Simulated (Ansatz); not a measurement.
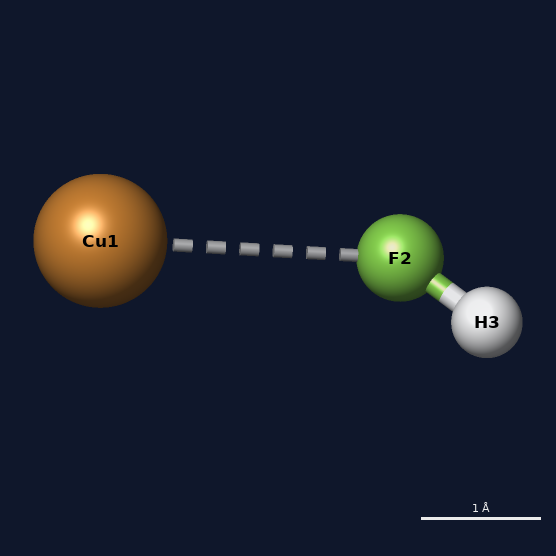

Two molecules or ions; the broken line marks their closest contact (measured against van der Waals radii). The species has charge +1 and is a spin singlet. Geometry: a pair of rigid molecules at a changed separation. Program: Ansatz 0.2.0.

Which two species are they?

Cu and HF (`F.[Cu+]`).

How long is the contact?

Cu1···F2 is 2.55 Å.

Give the counterpoise-corrected interaction energy (kcal/mol, monomers kept as in the pair) with ωB97M-V/def2-TZVPPD.

```json
{"level": "ωB97M-V/def2-TZVPPD", "interaction energy (kcal/mol)": "−16.1"}
```
